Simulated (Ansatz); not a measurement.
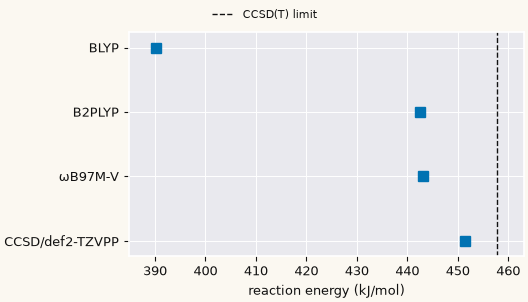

Electronic reaction energy of SiN₂H₆O₂ (N[Si](N)(O)O) → N₂H₄ (NN) + SiH₂O₂ (O[Si]O) [singlet] (SMILES in brackets) at several levels (functionals in def2-TZVPP unless a basis is named), isolated molecules at PBE0-D4 triple-zeta geometries, minima by their frequencies, no zero-point or thermal terms, the Ansatz code 0.2.0. The line is frozen-core CCSD(T) at the basis limit (MP2 extrapolated from triple and quadruple zeta, plus CCSD(T) less MP2 in a smaller set). B2PLYP holds a correlation term that converges slowly with the basis, so part of the distance to the limit is basis error. No dispersion term is added to BLYP and B2PLYP. The distance of CCSD/def2-TZVPP to the limit includes basis error. The limit lies 8.5 kJ/mol from CCSD(T)/def2-TZVPP, so the line itself is uncertain by a part of that.

**What range do the values span, the line included?**

From 390.2 kJ/mol (BLYP) to 457.8 kJ/mol (CCSD(T) limit).

**Which level comes closest to the line (CCSD(T) limit), and which misses most?**

Closest CCSD/def2-TZVPP (451.3 kJ/mol), against 457.8 kJ/mol; farthest BLYP (390.2 kJ/mol).
